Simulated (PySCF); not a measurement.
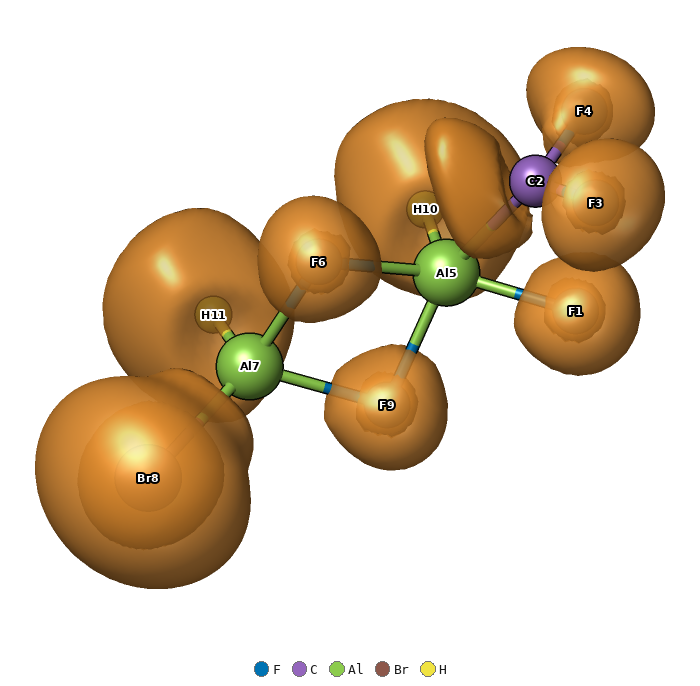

CH2Al2BrF5. Isosurface of the electron localisation function at 0.75 (orange), seen at an oblique angle. Core shells and regions of very low density are left out.

Geometry: GFN2-xTB.

Level of theory: CAM-B3LYP/def2-SVPD, SCF density, gas phase in PySCF 2.14.0.

| atom | x (Å) | y (Å) | z (Å) |
| --- | --- | --- | --- |
| F | -1.5242 | 0.2497 | 1.4806 |
| C | -2.2479 | -0.2518 | -0.3733 |
| F | -3.0510 | -1.1800 | 0.0106 |
| F | -2.9434 | 0.8230 | -0.5438 |
| Al | -0.3512 | 0.4420 | 0.2570 |
| F | 0.6045 | -0.5590 | -0.9727 |
| Al | 2.2317 | -0.3196 | -0.1871 |
| Br | 3.5754 | -2.0971 | -0.0867 |
| F | 1.1423 | -0.0121 | 1.2276 |
| H | -0.1229 | 1.8640 | -0.2031 |
| H | 2.6922 | 1.0436 | -0.6352 |

> Identify the bonds, lone pairs and shells in this picture.

The surface consists of two regions around hydrogen nuclei, one region on Br in which the atom's valence shell and bonds are merged, one region on C in which the atom's valence shell and bonds are merged, two regions on F in which the atom's valence shell and bonds are merged and three regions wrapped around F (the valence shell of each). Along the contacts the grid gives the following. C–F (1.29 Å): the ELF peaks at about 0.85 between the atoms (a polar covalent bond). Al–F (1.71 Å): the ELF peaks at about 0.85 in the valence shell of F, 0.5 Å from its nucleus, and is about 0.30 at the midpoint.
